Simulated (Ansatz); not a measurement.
**Molecular dynamics, with input and output: Si₂NH₉ (part 5 of 5)**

Continued. System: Si₂NH₉. Method: RKS B3LYP-D4/6-31G* (Ansatz 0.2.0). It belongs to a series of runs on one base structure; here: dynamics from the highest image of the converged band.

Geometry of the input (Å):
```
Si -0.3590  0.0976  -0.0786
H  0.1033  -1.1378  1.2929
H  0.7482  0.9384  0.4346
H  -1.1042  1.0596  -0.9805
H  -0.0471  -1.0123  -1.0119
N  -1.8471  -0.1154  1.1193
H  -2.6062  -0.6368  0.6722
Si -2.4056  1.2501  2.1387
H  -3.5514  0.7896  2.9604
H  -1.2519  1.6085  2.9937
H  -2.8125  2.4066  1.3059
H  -1.0060  -0.8480  1.5607
```

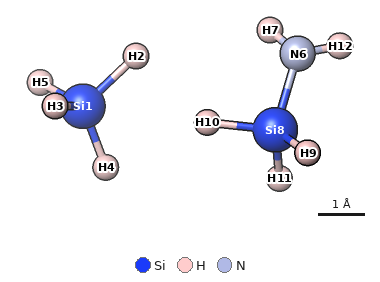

Fig. 1: The geometry at step 168 of the log (ball-and-stick view, seen at a tilt; atoms are numbered from 1 in the order of the input).

Trajectory as extended XYZ, continued:
```
12
Properties=species:S:1:pos:R:3:forces:R:3 step=133 time_fs=66.5 energy=-17392.07282 temperature=1624.3
Si    0.2751    0.2184   -0.5008    1.0277   0.1045   0.2641
H    -0.3625   -0.8499    0.3559    0.3554   0.2720  -0.2735
H     1.7214    0.6070   -0.0945   -1.0541  -0.3188   0.0640
H    -0.5834    1.4090   -0.4945   -0.1377   0.2366   0.0312
H     0.4217   -0.1880   -1.9069   -0.1319  -0.3397  -0.2663
N    -2.8528   -0.4510    2.0049    0.9271   0.6452  -0.3891
H    -2.6915   -0.9364    1.1459    0.1550  -0.2580  -0.5887
Si   -2.5092    1.2490    2.1480    0.0702  -0.0177   1.2233
H    -2.6816    1.4779    3.6237   -0.1375   0.1615  -0.2371
H    -1.0544    1.5531    1.9174   -0.4590  -0.1029  -0.2519
H    -3.4227    2.2177    1.4515    0.2807  -0.0991  -0.1582
H    -3.6819   -0.7956    2.4238   -0.8959  -0.2835   0.5824
12
Properties=species:S:1:pos:R:3:forces:R:3 step=137 time_fs=68.5 energy=-17392.01472 temperature=1579.8
Si    0.3036    0.2280   -0.5244   -0.0334  -0.9206  -0.0010
H    -0.3729   -0.9109    0.3749    0.7445   1.2101  -0.9591
H     1.6959    0.5813   -0.1029   -0.2490  -0.1675   0.2741
H    -0.4882    1.4803   -0.5364   -0.1350  -0.1028   0.0248
H     0.4819   -0.2157   -1.9632   -0.2674  -0.0684   0.4769
N    -2.8948   -0.4603    2.0485   -0.5057   0.2871   0.3139
H    -2.7322   -0.9582    1.1948    0.1278  -0.2557  -0.5251
Si   -2.5172    1.2443    2.1528    0.2838   0.0684   0.7855
H    -2.6954    1.5372    3.6019   -0.0025   0.0935   0.0138
H    -1.0448    1.4899    1.8362   -0.8024  -0.1515  -0.0104
H    -3.3927    2.2721    1.4734    0.2696  -0.3169  -0.2139
H    -3.7771   -0.7897    2.4645    0.5697   0.3244  -0.1795
12
Properties=species:S:1:pos:R:3:forces:R:3 step=140 time_fs=70.0 energy=-17391.90988 temperature=1499.4
Si    0.3251    0.2344   -0.5421   -0.8789  -1.2172  -0.4071
H    -0.3629   -0.9286    0.3667    0.7714   1.4512  -1.1057
H     1.6691    0.5574   -0.1026    0.6039   0.0003   0.5084
H    -0.4202    1.5319   -0.5672   -0.1105  -0.3850   0.0161
H     0.5207   -0.2388   -1.9952   -0.3277   0.0990   0.8075
N    -2.9269   -0.4667    2.0817   -0.9199  -0.0584  -0.0126
H    -2.7595   -0.9807    1.2185   -0.0298   0.1106   0.1257
Si   -2.5229    1.2409    2.1570    0.2710   0.0328   0.4752
H    -2.7062    1.5842    3.5853    0.0933   0.0351   0.1950
H    -1.0568    1.4388    1.7744   -0.8225  -0.1382   0.1455
H    -3.3636    2.3054    1.4846    0.2029  -0.4227  -0.2729
H    -3.8382   -0.7789    2.4926    1.1469   0.4925  -0.4750
12
Properties=species:S:1:pos:R:3:forces:R:3 step=143 time_fs=71.5 energy=-17391.88689 temperature=1481.8
Si    0.3460    0.2400   -0.5602   -1.3676  -1.1728  -0.7288
H    -0.3367   -0.9154    0.3351    0.6223   1.3915  -1.0181
H     1.6549    0.5336   -0.0916    1.2449   0.1178   0.6840
H    -0.3546    1.5753   -0.5977   -0.1110  -0.5914   0.0107
H     0.5524   -0.2599   -2.0103   -0.3330   0.2021   0.8821
N    -2.9603   -0.4731    2.1148   -0.5072   0.0180  -0.5789
H    -2.7874   -1.0010    1.2446   -0.1439   0.3966   0.6066
Si   -2.5285    1.2375    2.1617    0.1093  -0.0880   0.2976
H    -2.7149    1.6319    3.5728    0.1855  -0.0379   0.2892
H    -1.0862    1.3848    1.7157   -0.6310  -0.0988   0.2445
H    -3.3301    2.3298    1.4898    0.0881  -0.4681  -0.3392
H    -3.8761   -0.7580    2.5112    0.8436   0.3310  -0.3498
12
Properties=species:S:1:pos:R:3:forces:R:3 step=146 time_fs=73.0 energy=-17391.96988 temperature=1545.1
Si    0.3658    0.2446   -0.5787   -1.0066  -0.6993  -0.8123
H    -0.2973   -0.8728    0.2819    0.2664   0.9882  -0.6627
H     1.6664    0.5120   -0.0662    1.2207   0.1034   0.6175
H    -0.2915    1.6062   -0.6279   -0.1501  -0.6667   0.0096
H     0.5772   -0.2768   -2.0068   -0.2781   0.2229   0.6946
N    -2.9945   -0.4794    2.1470    0.5188   0.6128  -0.9426
H    -2.8181   -1.0132    1.2828   -0.1345   0.3668   0.5596
Si   -2.5339    1.2340    2.1666   -0.1831  -0.2540   0.3037
H    -2.7196    1.6788    3.5663    0.2737  -0.1306   0.2619
H    -1.1290    1.3286    1.6622   -0.2603  -0.0532   0.2672
H    -3.2948    2.3441    1.4878   -0.0588  -0.4577  -0.3982
H    -3.8971   -0.7303    2.5227   -0.2080  -0.0327   0.1016
12
Properties=species:S:1:pos:R:3:forces:R:3 step=149 time_fs=74.5 energy=-17392.01994 temperature=1583.1
Si    0.3849    0.2488   -0.5979    0.2168   0.2622  -0.7183
H    -0.2526   -0.8097    0.2151   -0.3613   0.1364   0.0447
H     1.7031    0.4925   -0.0279    0.5816  -0.0047   0.2770
H    -0.2316    1.6230   -0.6579   -0.2248  -0.5882   0.0089
H     0.5960   -0.2890   -1.9887   -0.1635   0.1465   0.2540
N    -3.0278   -0.4848    2.1778    1.3159   1.4023  -0.7346
H    -2.8516   -1.0181    1.3323   -0.0140   0.0167   0.0094
Si   -2.5396    1.2303    2.1717   -0.5347  -0.4059   0.4428
H    -2.7184    1.7228    3.5653    0.3498  -0.2359   0.1387
H    -1.1771    1.2713    1.6143    0.1927  -0.0210   0.2240
H    -3.2607    2.3487    1.4772   -0.2107  -0.4088  -0.4310
H    -3.9225   -0.7032    2.5364   -1.1477  -0.2997   0.4844
12
Properties=species:S:1:pos:R:3:forces:R:3 step=152 time_fs=76.0 energy=-17391.92505 temperature=1510.1
Si    0.4042    0.2531   -0.6177    1.7528   1.4682  -0.5997
H    -0.2161   -0.7442    0.1497   -1.1855  -1.0273   0.9980
H     1.7522    0.4729    0.0161   -0.1924  -0.1050  -0.1606
H    -0.1767    1.6273   -0.6878   -0.3224  -0.3634   0.0013
H     0.6113   -0.2982   -1.9654   -0.0067  -0.0171  -0.3551
N    -3.0593   -0.4880    2.2076    0.8366   1.8559   0.0857
H    -2.8854   -1.0228    1.3819    0.1086  -0.3894  -0.6089
Si   -2.5456    1.2263    2.1772   -0.8013  -0.5053   0.5684
H    -2.7098    1.7618    3.5672    0.3999  -0.3321  -0.0164
H    -1.2213    1.2135    1.5712    0.5565  -0.0088   0.1754
H    -3.2312    2.3444    1.4575   -0.3356  -0.3492  -0.4186
H    -3.9703   -0.6819    2.5596   -0.8106  -0.2267   0.3307
12
Properties=species:S:1:pos:R:3:forces:R:3 step=156 time_fs=78.0 energy=-17391.76282 temperature=1386.1
Si    0.4321    0.2607   -0.6447    2.9032   1.9324  -0.0068
H    -0.2087   -0.6931    0.0975   -1.7115  -1.6684   1.5446
H     1.8095    0.4432    0.0683   -0.8758  -0.1500  -0.6081
H    -0.1146    1.6224   -0.7276   -0.4494   0.0705  -0.0276
H     0.6322   -0.3118   -1.9483    0.1787  -0.2319  -1.0064
N    -3.0997   -0.4879    2.2476   -0.6020   1.5532   0.6026
H    -2.9271   -1.0413    1.4287    0.0426  -0.2808  -0.4492
Si   -2.5546    1.2204    2.1852   -0.7942  -0.5783   0.4485
H    -2.6849    1.8025    3.5689    0.4089  -0.4010  -0.1657
H    -1.2616    1.1362    1.5198    0.6372   0.0099   0.2468
H    -3.2032    2.3272    1.4174   -0.4197  -0.3021  -0.3103
H    -4.0551   -0.6600    2.5991    0.6821   0.0466  -0.2683
12
Properties=species:S:1:pos:R:3:forces:R:3 step=159 time_fs=79.5 energy=-17391.82974 temperature=1437.0
Si    0.4555    0.2681   -0.6650    2.5056   0.7689   0.8570
H    -0.2441   -0.6941    0.0949   -1.1353  -0.8217   0.8594
H     1.8322    0.4173    0.0932   -1.0486  -0.1231  -0.7684
H    -0.0789    1.6194   -0.7581   -0.4947   0.3422  -0.0561
H     0.6518   -0.3271   -1.9588    0.2225  -0.2253  -0.9992
N    -3.1308   -0.4850    2.2786   -0.9290   0.9977   0.1379
H    -2.9572   -1.0623    1.4523   -0.1078   0.2252   0.2437
Si   -2.5621    1.2154    2.1916   -0.5287  -0.6474   0.0895
H    -2.6560    1.8231    3.5663    0.3721  -0.3856  -0.1896
H    -1.2762    1.0785    1.4875    0.4033   0.0623   0.4273
H    -3.1925    2.3066    1.3794   -0.4164  -0.3052  -0.1629
H    -4.1058   -0.6432    2.6238    1.1569   0.1119  -0.4386
12
Properties=species:S:1:pos:R:3:forces:R:3 step=162 time_fs=81.0 energy=-17391.93446 temperature=1517.3
Si    0.4809    0.2761   -0.6846    1.4876  -0.6781   1.3623
H    -0.3033   -0.7124    0.1104   -0.2187   0.2820  -0.0951
H     1.8328    0.3888    0.1019   -0.9411  -0.0609  -0.7609
H    -0.0538    1.6235   -0.7898   -0.4501   0.4142  -0.0735
H     0.6760   -0.3470   -1.9901    0.1794  -0.0339  -0.5509
N    -3.1632   -0.4806    2.3098   -0.4524   0.7002  -0.4408
H    -2.9895   -1.0787    1.4808   -0.1649   0.5820   0.6849
Si   -2.5699    1.2099    2.1980   -0.1957  -0.7678  -0.3886
H    -2.6191    1.8355    3.5598    0.3080  -0.3103  -0.1348
H    -1.2822    1.0222    1.4644    0.0856   0.1499   0.6347
H    -3.1908    2.2793    1.3380   -0.3727  -0.3245   0.0187
H    -4.1330   -0.6242    2.6395    0.7349   0.0472  -0.2559
12
Properties=species:S:1:pos:R:3:forces:R:3 step=165 time_fs=82.5 energy=-17391.94772 temperature=1527.7
Si    0.5073    0.2835   -0.7032    0.2909  -1.5758   1.2030
H    -0.3677   -0.7254    0.1245    0.5106   0.9793  -0.7593
H     1.8135    0.3590    0.0945   -0.5361   0.0210  -0.5568
H    -0.0382    1.6361   -0.8230   -0.3026   0.2487  -0.0661
H     0.7041   -0.3674   -2.0330    0.1019   0.2325   0.0482
N    -3.1962   -0.4750    2.3403    0.5483   0.8592  -0.7102
H    -3.0250   -1.0833    1.5231   -0.0701   0.5223   0.5570
Si   -2.5780    1.2039    2.2042    0.0642  -0.9306  -0.8303
H    -2.5756    1.8413    3.5505    0.2293  -0.1914  -0.0297
H    -1.2863    0.9691    1.4549   -0.1642   0.2432   0.7750
H    -3.1970    2.2451    1.2970   -0.3099  -0.3291   0.2014
H    -4.1455   -0.6042    2.6501   -0.3622  -0.0791   0.1680
12
Properties=species:S:1:pos:R:3:forces:R:3 step=168 time_fs=84.0 energy=-17391.88431 temperature=1479.3
Si    0.5340    0.2898   -0.7210   -0.9837  -1.8522   0.5837
H    -0.4215   -0.7180    0.1227    0.9411   1.2492  -1.0764
H     1.7832    0.3297    0.0754    0.1609   0.1019  -0.1396
H    -0.0291    1.6538   -0.8576   -0.0871  -0.0516  -0.0335
H     0.7344   -0.3830   -2.0750    0.0377   0.4474   0.5264
N    -3.2285   -0.4680    2.3698    1.1689   1.3111  -0.3794
H    -3.0619   -1.0772    1.5766    0.1313   0.0548  -0.0719
Si   -2.5859    1.1971    2.2097    0.1803  -1.0858  -1.1060
H    -2.5272    1.8431    3.5405    0.1439  -0.0614   0.0734
H    -1.2937    0.9212    1.4618   -0.2654   0.3071   0.7917
H    -3.2099    2.2039    1.2602   -0.2451  -0.2912   0.3510
H    -4.1655   -0.5859    2.6642   -1.1828  -0.1293   0.4808
12
Properties=species:S:1:pos:R:3:forces:R:3 step=171 time_fs=85.5 energy=-17391.84537 temperature=1449.5
Si    0.5600    0.2947   -0.7383   -2.1616  -1.7128  -0.1649
H    -0.4554   -0.6841    0.0981    1.1232   1.2335  -1.1405
H     1.7566    0.3025    0.0535    0.9641   0.1566   0.3875
H    -0.0217    1.6704   -0.8929    0.1359  -0.3301   0.0114
H     0.7655   -0.3891   -2.1062    0.0062   0.5476   0.7676
N    -3.2591   -0.4590    2.3988    0.5460   1.5871   0.3947
H    -3.0961   -1.0701    1.6284    0.2915  -0.4578  -0.6964
Si   -2.5938    1.1894    2.2144    0.1441  -1.1707  -1.1326
H    -2.4757    1.8434    3.5320    0.0505   0.0429   0.1172
H    -1.3065    0.8798    1.4856   -0.1935   0.3162   0.6687
H    -3.2281    2.1565    1.2309   -0.1887  -0.1961   0.4396
H    -4.2086   -0.5700    2.6879   -0.7177  -0.0165   0.3478
12
Properties=species:S:1:pos:R:3:forces:R:3 step=175 time_fs=87.5 energy=-17391.93627 temperature=1519.6
Si    0.5919    0.2992   -0.7616   -2.7214  -1.1291  -0.7056
H    -0.4637   -0.5989    0.0281    0.9827   0.8611  -0.8934
H     1.7544    0.2715    0.0383    1.4138   0.1831   0.7326
H    -0.0068    1.6813   -0.9395    0.3601  -0.4799   0.0586
H     0.8074   -0.3793   -2.1225    0.0214   0.4768   0.6868
N    -3.2989   -0.4434    2.4384   -0.7913   0.9712   0.6180
H    -3.1324   -1.0749    1.6760    0.1840  -0.2874  -0.4096
Si   -2.6041    1.1779    2.2193   -0.0758  -1.1166  -0.7590
H    -2.4058    1.8454    3.5243   -0.0985   0.1061   0.0383
H    -1.3289    0.8349    1.5385    0.1361   0.2280   0.3230
H    -3.2586    2.0873    1.2065   -0.1340   0.0095   0.4380
H    -4.2845   -0.5488    2.7292    0.7231   0.1772  -0.1277
12
Properties=species:S:1:pos:R:3:forces:R:3 step=178 time_fs=89.0 energy=-17392.06151 temperature=1615.5
Si    0.6135    0.3015   -0.7796   -1.8673  -0.4281  -0.5563
H    -0.4453   -0.5129   -0.0471    0.4467   0.2558  -0.3951
H     1.7867    0.2529    0.0440    0.9417   0.2024   0.4580
H     0.0128    1.6779   -0.9731    0.4405  -0.3691   0.0646
H     0.8393   -0.3599   -2.1175    0.0812   0.2709   0.3303
N    -3.3300   -0.4298    2.4691   -0.9633   0.1399   0.0573
H    -3.1548   -1.0859    1.7008   -0.0361   0.2880   0.3280
Si   -2.6119    1.1682    2.2223   -0.2553  -0.9814  -0.2846
H    -2.3555    1.8494    3.5195   -0.2305   0.1041  -0.0905
H    -1.3430    0.8071    1.5871    0.4446   0.1115   0.0103
H    -3.2849    2.0353    1.1991   -0.1059   0.1911   0.3545
H    -4.3273   -0.5289    2.7583    1.1038   0.2149  -0.2766
12
Properties=species:S:1:pos:R:3:forces:R:3 step=181 time_fs=90.5 energy=-17392.07486 temperature=1625.5
Si    0.6337    0.3035   -0.7981   -0.1681   0.4568  -0.2354
H    -0.4181   -0.4218   -0.1303   -0.5591  -0.6216   0.3747
H     1.8387    0.2386    0.0593    0.1321   0.2275  -0.0422
H     0.0419    1.6669   -1.0054    0.4439  -0.0803   0.0386
H     0.8730   -0.3348   -2.1058    0.1799  -0.0316  -0.2108
N    -3.3624   -0.4160    2.5000   -0.3252  -0.3291  -0.4760
H    -3.1779   -1.0912    1.7322   -0.1756   0.6057   0.7478
Si   -2.6199    1.1578    2.2251   -0.3029  -0.8366   0.1747
H    -2.3102    1.8556    3.5129   -0.3657   0.0859  -0.2156
H    -1.3477    0.7817    1.6360    0.6241   0.0084  -0.2408
H    -3.3135    1.9874    1.1993   -0.0769   0.3562   0.2321
H    -4.3478   -0.5045    2.7819    0.5933   0.1589  -0.1471
12
Properties=species:S:1:pos:R:3:forces:R:3 step=184 time_fs=92.0 energy=-17391.93088 temperature=1515.4
Si    0.6538    0.3059   -0.8167    1.5414   1.1552   0.0613
H    -0.4031   -0.3441   -0.2056   -1.6268  -1.4058   1.0810
H     1.8937    0.2292    0.0737   -0.5716   0.2375  -0.4580
H     0.0804    1.6542   -1.0368    0.3923   0.3068  -0.0094
H     0.9106   -0.3104   -2.0985    0.2834  -0.3307  -0.7337
N    -3.3953   -0.4026    2.5301    0.7690  -0.2247  -0.6399
H    -3.2044   -1.0843    1.7787   -0.1600   0.4036   0.5918
Si   -2.6281    1.1467    2.2280   -0.1308  -0.7238   0.4691
H    -2.2727    1.8637    3.5017   -0.4818   0.0746  -0.2861
H    -1.3394    0.7566    1.6799    0.5329  -0.0296  -0.3617
H    -3.3437    1.9470    1.2045   -0.0283   0.4690   0.1146
H    -4.3566   -0.4768    2.8026   -0.5198   0.0680   0.1709
12
Properties=species:S:1:pos:R:3:forces:R:3 step=187 time_fs=93.5 energy=-17391.83930 temperature=1445.3
Si    0.6750    0.3091   -0.8353    2.0880   1.0813   0.4607
H    -0.4216   -0.2954   -0.2586   -1.7339  -1.4953   1.1414
H     1.9369    0.2248    0.0787   -0.9865   0.2227  -0.6675
H     0.1273    1.6481   -1.0685    0.3278   0.6391  -0.0513
H     0.9542   -0.2929   -2.1066    0.3198  -0.4804  -0.9365
N    -3.4271   -0.3895    2.5593    1.3062   0.2810  -0.2123
H    -3.2342   -1.0695    1.8372   -0.0163  -0.2606  -0.0338
Si   -2.6364    1.1350    2.2312    0.2051  -0.6208   0.5382
H    -2.2456    1.8735    3.4844   -0.5582   0.0833  -0.2753
H    -1.3201    0.7310    1.7162    0.1881   0.0027  -0.3643
H    -3.3745    1.9166    1.2123    0.0550   0.5075   0.0397
H    -4.3759   -0.4475    2.8269   -1.1950   0.0394   0.3612
12
Properties=species:S:1:pos:R:3:forces:R:3 step=190 time_fs=95.0 energy=-17391.91098 temperature=1499.5
Si    0.6977    0.3131   -0.8536    1.2438   0.3684   0.7566
H    -0.4753   -0.2778   -0.2882   -0.6624  -0.9224   0.5758
H     1.9593    0.2252    0.0696   -1.0921   0.1834  -0.6647
H     0.1813    1.6554   -1.1011    0.2930   0.7448  -0.0536
H     1.0045   -0.2854   -2.1340    0.2344  -0.4080  -0.6716
N    -3.4570   -0.3760    2.5883    0.5840   0.6682   0.5397
H    -3.2644   -1.0603    1.8950    0.0968  -0.8902  -0.5837
Si   -2.6445    1.1229    2.2349    0.5386  -0.4799   0.4129
H    -2.2304    1.8850    3.4614   -0.5822   0.1157  -0.1816
H    -1.2968    0.7055    1.7448   -0.2457   0.0643  -0.3131
H    -3.4040    1.8971    1.2210    0.1724   0.4713   0.0190
H    -4.4186   -0.4173    2.8582   -0.5807   0.0843   0.1643
12
Properties=species:S:1:pos:R:3:forces:R:3 step=194 time_fs=97.0 energy=-17391.96602 temperature=1541.8
Si    0.7293    0.3188   -0.8771   -0.4713  -0.3644   0.3547
H    -0.5640   -0.2826   -0.3106    0.9544  -0.0963  -0.1936
H     1.9539    0.2316    0.0364   -0.7527   0.0907  -0.3292
H     0.2633    1.6888   -1.1462    0.3044   0.4442   0.0214
H     1.0786   -0.2879   -2.1904   -0.0141  -0.1116   0.0800
N    -3.4957   -0.3565    2.6282   -0.6119   0.0575   0.5996
H    -3.3023   -1.0758    1.9548   -0.0878  -0.5458  -0.1697
Si   -2.6547    1.1062    2.2402    0.7489  -0.2124   0.0927
H    -2.2294    1.9045    3.4253   -0.5326   0.1807   0.0294
H    -1.2752    0.6738    1.7725   -0.6769   0.1145  -0.2519
H    -3.4371    1.8863    1.2333    0.3440   0.3383   0.0400
H    -4.4898   -0.3741    2.9038    0.7958   0.1048  -0.2733
12
Properties=species:S:1:pos:R:3:forces:R:3 step=197 time_fs=98.5 energy=-17391.89937 temperature=1490.8
Si    0.7527    0.3228   -0.8943   -1.5609  -0.4201  -0.4360
H    -0.6105   -0.2907   -0.3305    1.6236   0.2651  -0.4845
H     1.9306    0.2389    0.0028   -0.1517  -0.0088   0.1742
H     0.3324    1.7256   -1.1797    0.3102   0.0342   0.1061
H     1.1343   -0.2934   -2.2325   -0.2004   0.0926   0.5723
N    -3.5256   -0.3418    2.6591   -0.6378  -0.8213   0.0263
H    -3.3325   -1.1019    1.9944   -0.3130   0.2399   0.5220
Si   -2.6617    1.0934    2.2443    0.6844   0.0229  -0.1187
H    -2.2421    1.9235    3.3985   -0.4527   0.2131   0.1895
H    -1.2749    0.6527    1.7868   -0.7827   0.0988  -0.2396
H    -3.4537    1.8870    1.2435    0.4418   0.2093   0.0491
H    -4.5272   -0.3391    2.9324    1.0391   0.0745  -0.3607
12
Properties=species:S:1:pos:R:3:forces:R:3 step=200 time_fs=100.0 energy=-17391.83856 temperature=1444.3
Si    0.7749    0.3265   -0.9120   -2.3524  -0.2091  -1.2813
H    -0.6228   -0.2933   -0.3604    1.8498   0.4371  -0.5757
H     1.9042    0.2459   -0.0270    0.5740  -0.1183   0.7771
H     0.4081    1.7632   -1.2109    0.2715  -0.3471   0.1785
H     1.1858   -0.2969   -2.2627   -0.3254   0.2052   0.8409
N    -3.5565   -0.3282    2.6901    0.0576  -1.2868  -0.4437
H    -3.3691   -1.1234    2.0446   -0.3863   0.6731   0.8235
Si   -2.6681    1.0807    2.2483    0.4487   0.2782  -0.1887
H    -2.2646    1.9471    3.3757   -0.3598   0.1911   0.2889
H    -1.2912    0.6337    1.7960   -0.6787   0.0309  -0.2614
H    -3.4609    1.8922    1.2547    0.4839   0.0838   0.0242
H    -4.5436   -0.3025    2.9537    0.4172   0.0619  -0.1823
```

Summary:

```tsv
quantity	value
outcome	finished
mean temperature over the second half	1507 K
trajectory	200 steps, 100 fs
ensemble	nve
temperature in the input	300.0 K
time step	0.5 fs
potential energy (last step)	−17391.8389 eV
mean-field energy (last step)	−17391.5880 eV
largest force (length of the vector) (last step)	2.687 eV/Å
wall time	5.8 min
peak memory	0.15 GiB
```

Notes:

So short a trajectory is not equilibrated.
